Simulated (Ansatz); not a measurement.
## Electronic structure of Cl5FMo···HBr in real space

Input

```
crystal:
  periodic: [false, false, false]
  atoms:
    - { symbol: Mo, position_ang: [-0.085786, -0.094227, -0.157692] }
    - { symbol: Cl, position_ang: [-0.062993, 0.065395, 2.150709] }
    - { symbol: Cl, position_ang: [2.19714, -0.116606, -0.305284] }
    - { symbol: Cl, position_ang: [-0.24459, 2.184121, -0.433295] }
    - { symbol: F, position_ang: [-1.953583, -0.138206, -0.050666] }
    - { symbol: Cl, position_ang: [-0.120912, -2.411362, 0.050431] }
    - { symbol: Cl, position_ang: [-0.26738, -0.344217, -2.460029] }
    - { symbol: Br, position_ang: [1.985596, 2.382561, 1.719459] }
    - { symbol: H, position_ang: [1.961607, 1.461441, 2.912767] }
basis:
  gaussian: { orbitals: def2-SVP }
hamiltonian:
  xc: pbe
relax:
  f_tol: 0.03
  max_steps: 50
output:
  orbitals: {}
```

Command:

```sh
ansatz run input.yaml --threads 4 --pin off --max-ram 5120MiB --backend cpu --events-out ev --progress --plain --runs-dir out
```

The fields are those of the run's last geometry, not of the input's.

Core potentials replace the inner electrons of Mo.

Level of theory: RKS PBE/def2-SVP in Ansatz 0.2.0.

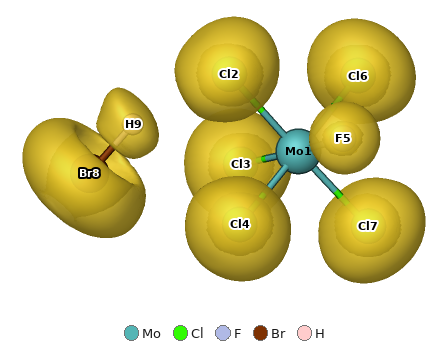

Figure 1. Isosurface of the ELF at 0.75 (yellow), seen across its widest extent. Core shells and regions of very low density are left out.

What do the ELF domains correspond to?

Answer. At this value the surface marks out one region around a hydrogen nucleus, one ring or bowl of non-bonding electrons around Br, five regions wrapped around Cl (the valence shell of each) and one region wrapped around F (its valence shell). Profiles from the grid: Cl2···H9 (2.38 Å): the ELF dips to about 0.15 between them. Mo–F (1.87 Å): the ELF peaks at about 0.85 in the valence shell of F, 0.5 Å from its nucleus, and drops to about 0.20 between the two atoms.

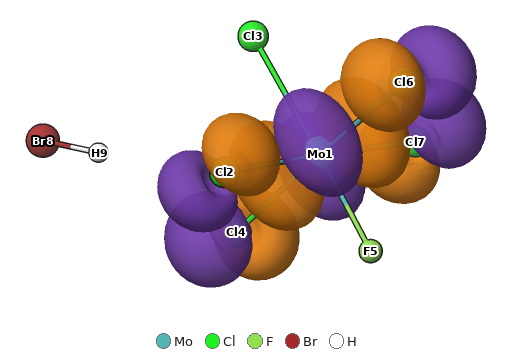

Figure 2. One frontier orbital at ±0.1 Å⁻³ᐟ² (orange and purple are the two phases), seen from one side.

Which orbital is it: HOMO or LUMO?

Answer. The LUMO, at −6.42 eV. By Hirshfeld shares it lies mainly on Mo1 (about 55 %), Cl4 (about 10 %), Cl6 (about 10 %), Cl7 (about 10 %) and Cl2 (about 10 %).

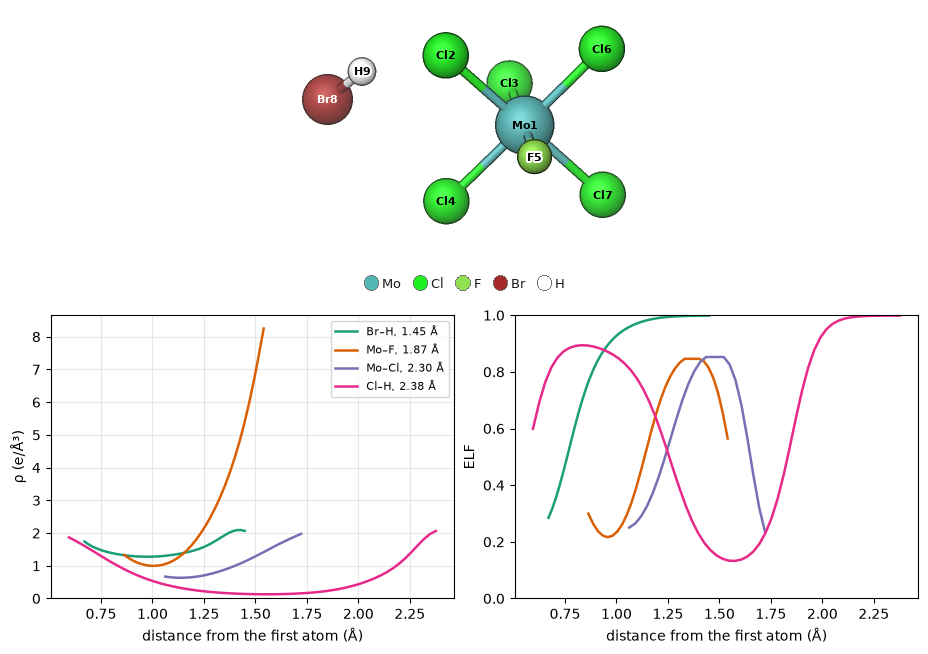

Figure 3. Electron density and electron localisation function along straight lines between neighbouring atoms. The curves leave out the atomic cores. The structure is drawn too.

Compare the contacts.

Answer. Br–H (1.45 Å): ρ is about 1.5 e/Å³ halfway; the ELF climbs to about 1 towards the hydrogen, as it does in any bond to H.
Mo–F (1.87 Å): the density is about 1.1 e/Å³ at the midpoint; the ELF peaks at about 0.85 in the valence shell of F, 0.5 Å from its nucleus, and drops to about 0.20 between the two atoms.
Mo–Cl (2.30 Å): ρ at the midpoint is about 0.63 e/Å³; the ELF peaks at about 0.85 in the valence shell of Cl, 0.9 Å from its nucleus, and is about 0.35 at the midpoint.
Cl2···H9 (2.38 Å): the density falls to about 0.13 e/Å³ on the way; the ELF dips to about 0.15 between them.
